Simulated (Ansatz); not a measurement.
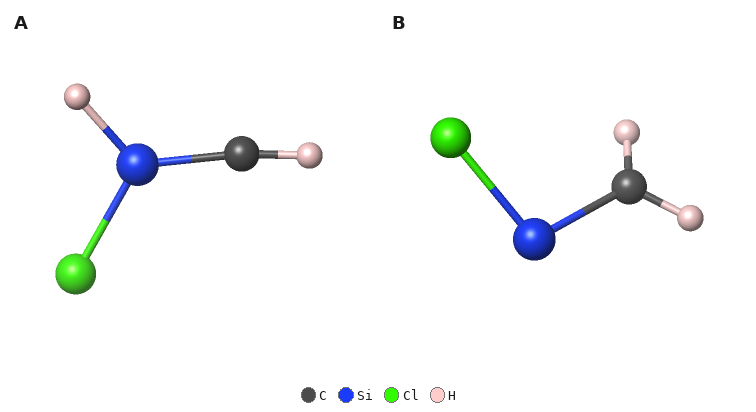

2 stationary structures of one formula. The species is neutral and a spin doublet. Geometries: PBE0-D4/def2-TZVP. Electronic energies: UHF-CCSD(T) (frozen core)/def2-TZVPP (Ansatz 0.2.0), without zero-point energy. No frequency run is at hand to confirm each as a minimum.

**Which structure is the most stable?**

B is lowest (C1); A lies 96.4 kJ/mol above it (Cs).

Give E(B) − E(A) in kJ/mol at these levels too: ωB97M-V/def2-TZVPP; PBE0-D4/def2-TZVP; B3LYP-D4/def2-TZVPP; UHF-CCSD(T) (frozen core)/def2-TZVPP; PBE0-D4/def2-TZVPP; PBE-D4/def2-TZVPP; r2SCAN-D4/def2-TZVPP.

```json
{"level": "ωB97M-V/def2-TZVPP", "E(B) − E(A) (kJ/mol)": "−106.9"}
{"level": "PBE0-D4/def2-TZVP", "E(B) − E(A) (kJ/mol)": "−102.3"}
{"level": "B3LYP-D4/def2-TZVPP", "E(B) − E(A) (kJ/mol)": "−104.4"}
{"level": "UHF-CCSD(T) (frozen core)/def2-TZVPP", "E(B) − E(A) (kJ/mol)": "−96.4"}
{"level": "PBE0-D4/def2-TZVPP", "E(B) − E(A) (kJ/mol)": "−102.5"}
{"level": "PBE-D4/def2-TZVPP", "E(B) − E(A) (kJ/mol)": "−104.0"}
{"level": "r2SCAN-D4/def2-TZVPP", "E(B) − E(A) (kJ/mol)": "−92.4"}
```

The determinant isn't a pure spin state (⟨S²⟩ up to 1.04).
